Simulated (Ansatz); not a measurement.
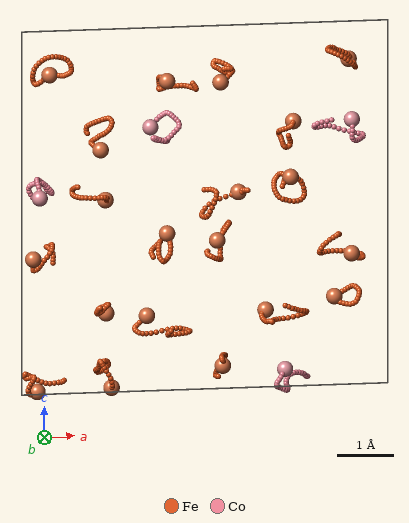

First-principles dynamics of an amorphous cell of composition Fe₅Co (24 atoms in the cell), 198 fs long. Dots mark each atom's position at evenly spaced times, in the colour of its element; spheres stand at the starting positions. Seen along the b axis in the simulation cell.

All numbers below come from DFT PBE, scalar-relativistic, plane waves, PAW (Ansatz 0.2.0). Settings: plane-wave cutoff 420 eV; k-point mesh 1 × 1 × 1; Fermi-Dirac smearing 0.226 eV; set temperature 2620 K; time step 3 fs.

Q: Describe the motion.

A: In the second half of the run the atoms are, in the root-mean-square, this far from where they began (common drift taken out): Fe 0.50 Å, Co 0.44 Å. Against the typical shortest distance between atoms in the first frame, about 2.3 Å these are large excursions, but over 198 fs one can't yet tell strong vibration from the start of diffusion.

Limits of the set-up: the k-point mesh is coarse for a cell with partly filled bands; the periodic images lie only 6.5 Å apart, so the values are limited by the cell's size; an element that often carries a moment was run without spin polarisation.

The run took 9.3 min on 2 threads of Intel(R) Xeon(R) Processor @ 2.50GHz (Skylake/Cascade Lake), on a shared host, peak memory 0.73 GiB.
